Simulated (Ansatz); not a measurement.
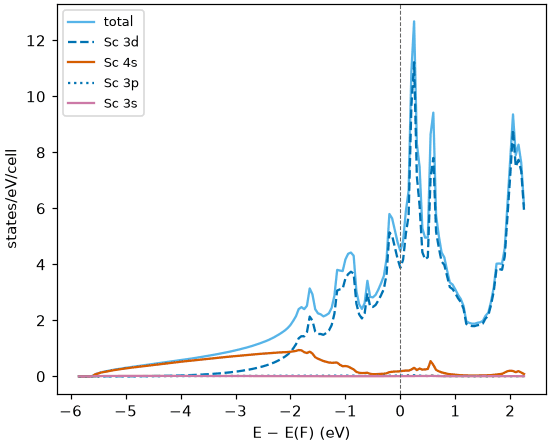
Fig. 1. Total and projected density of states of Sc in space group P6_222 (No. 180; Sc on 3c), DFT-r²SCAN in the program Ansatz with PAW potentials

Q: Which orbitals carry the states next to the Fermi level?

A: Within 0.5 eV of the Fermi level: Sc 3d 87 %, outside the projected shells 10 %. Projections are on Löwdin-orthogonalised atomic valence shells; empty p or d shells of many metals are not among them.

The first step of the workflow began from a Materials Project structure, measured or hypothetical; the Crystallography Open Database copy checked does not list it. It is not the phase usual at ambient conditions (space group No. 194). The r²SCAN relaxation kept the symmetry of its start. At this level the phase is dynamically unstable (imaginary phonons). The run is not spin-polarised.

Potentials: the later of the program's two PAW sets.
